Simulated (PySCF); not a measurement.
**ClH₉N₂Si₃ (SMILES [SiH3]N[SiH](Cl)N[SiH3]): density, localisation and related maps**

```yaml
atoms:
  - { symbol: Si, position_ang: [0.6041, 1.7806, 1.5148] }
  - { symbol: N, position_ang: [1.1261, 0.1917, 1.1113] }
  - { symbol: Si, position_ang: [2.6356, -0.2843, 0.3592] }
  - { symbol: N, position_ang: [-0.9936, 1.9757, 0.9067] }
  - { symbol: Si, position_ang: [-1.6884, 1.0182, -0.3803] }
  - { symbol: Cl, position_ang: [0.5241, 2.1437, 3.5598] }
  - { symbol: H, position_ang: [1.6301, 2.7108, 0.9762] }
  - { symbol: H, position_ang: [0.5287, -0.5741, 1.4139] }
  - { symbol: H, position_ang: [2.7017, 0.1432, -1.0712] }
  - { symbol: H, position_ang: [2.7092, -1.7727, 0.4301] }
  - { symbol: H, position_ang: [3.8084, 0.3109, 1.0674] }
  - { symbol: H, position_ang: [-1.5964, 2.6589, 1.3552] }
  - { symbol: H, position_ang: [-2.9946, 1.6455, -0.7402] }
  - { symbol: H, position_ang: [-1.9438, -0.4002, 0.0249] }
  - { symbol: H, position_ang: [-0.7977, 0.9937, -1.5784] }
```

Geometry: PBE0-D3(BJ)/def2-SVP.

Theory: PBE0/pcSseg-1, SCF density, gas phase, non-relativistic in PySCF 2.14.0.

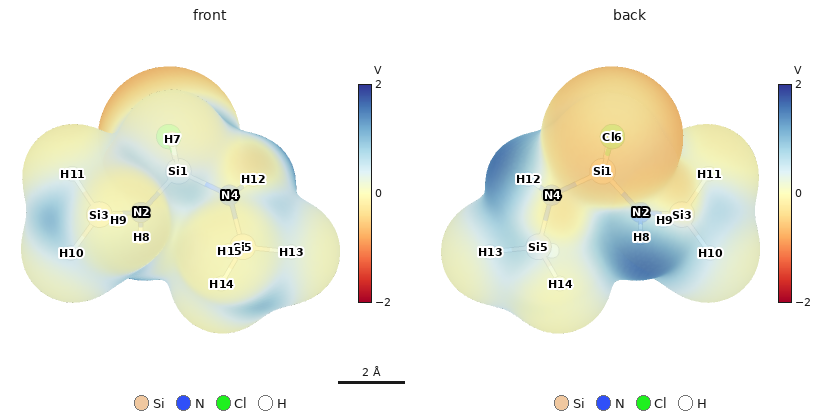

Figure 1. The electrostatic potential painted on the density surface at 0.001 e/bohr³, seen from the front and from behind; the colour scale runs from red (negative) to blue (positive).

**Which sites attract a positive test charge, and which a negative one?**

A positive charge is drawn to the negative regions and a negative charge to the positive ones. The most negative region (about −0.6 V, or −14 kcal/mol for a unit charge) lies over Cl6, the most positive (about +1.6 V, or +37 kcal/mol for a unit charge) over H8 and H12.

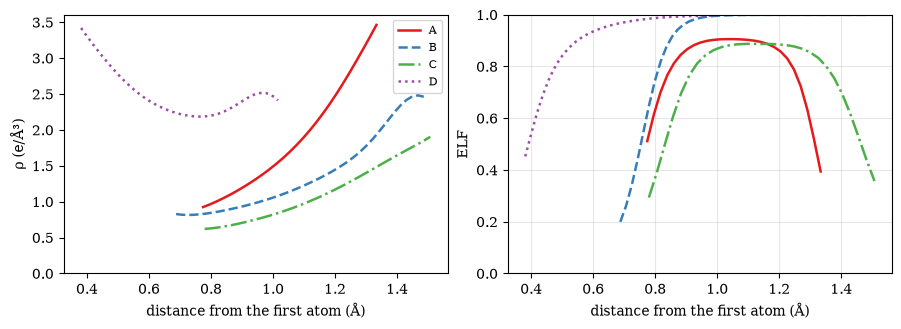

Figure 2. Electron density and ELF along straight lines between neighbouring atoms. The curves leave out the atomic cores.

**Which curve belongs to which contact (N–H, Si–Cl, Si–H and Si–N)? The first atom named is at distance zero.**

Curve A: Si–N (1.72 Å): the density is about 1.1 e/Å³ at the midpoint; the ELF peaks at about 0.90 between the atoms: a shared but strongly polarised pair. Curve B: Si–H (1.49 Å): ρ at the midpoint is about 0.82 e/Å³; the ELF climbs to about 1 towards the hydrogen, as it does in any bond to H. Curve C: Si–Cl (2.08 Å): ρ is about 0.88 e/Å³ halfway; the ELF peaks at about 0.90 between the atoms (a polar covalent bond). Curve D: N–H (1.02 Å): the density is about 2.7 e/Å³ at the midpoint; the ELF climbs to about 1 towards the hydrogen; an ordinary covalent bond to hydrogen.
